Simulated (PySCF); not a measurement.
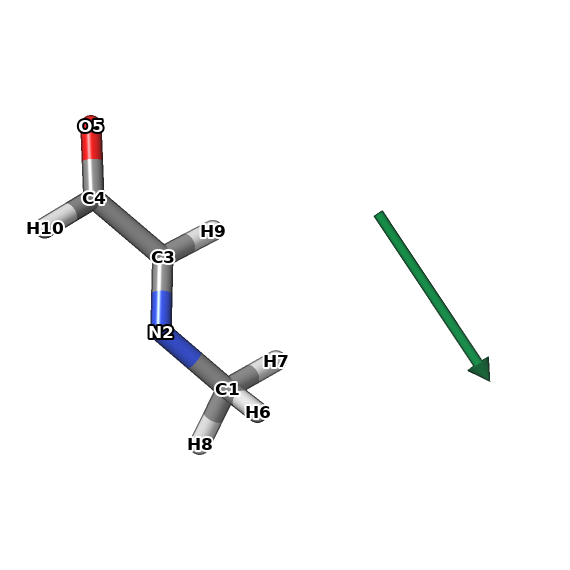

The arrow beside the molecule shows the direction of the dipole moment, from the negative to the positive end (its length means nothing). Computed geometry: PBE0-D3(BJ)/def2-SVP optimisation. No frequency run is at hand to confirm it as a minimum. Level of theory: BHandHLYP/aug-pcX-1 (pcseg-1 on H), gas phase (PySCF 2.14.0).

How large is the dipole moment?

Answer. 3.12 D; it points from the side of O5 to the side of H6, H8 (the outermost atoms at the two ends).
